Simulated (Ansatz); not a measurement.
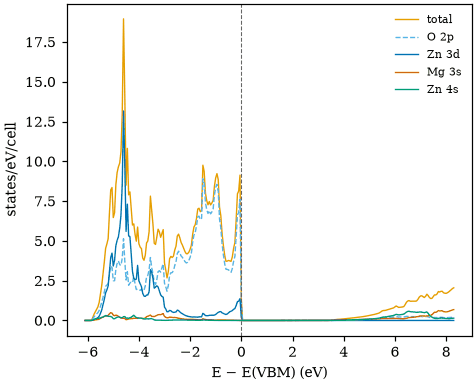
Fig. 1. Total and projected density of states of Mg$_{3}$ZnO$_{4}$ in space group Cmmm (No. 65; Pearson symbol oS16), DFT-PBEsol in the program Ansatz with PAW potentials

### Question
Which orbitals carry the states next to the gap?

### Answer
Top 1 eV of the valence band: O 2p 86 %, Zn 3d 11 %. Bottom 1 eV of the conduction band: O 2s 31 %, Mg 3s 30 %, Zn 4s 23 %, O 2p 14 %. Projections are on Löwdin-orthogonalised atomic valence shells; empty p or d shells of many metals are not among them.

### Question
Where is the tallest occupied peak in this window, and what makes it?

### Answer
Near -4.6 eV, about 19 states/eV per cell; the largest projected share is Zn 3d.

The first step of the workflow began from a Materials Project structure, measured or hypothetical; the Crystallography Open Database copy checked does not list it. With Mg and Zn taken as one species the cell has the higher symmetry Fm-3m, so it may be an ordered model of a mixed-site phase. Whether it is the stable phase at ambient conditions was not checked. Symmetry was held in the PBEsol relaxation; of distortions, only those at the zone centre were tested.

Potentials: the later of the program's two PAW sets.
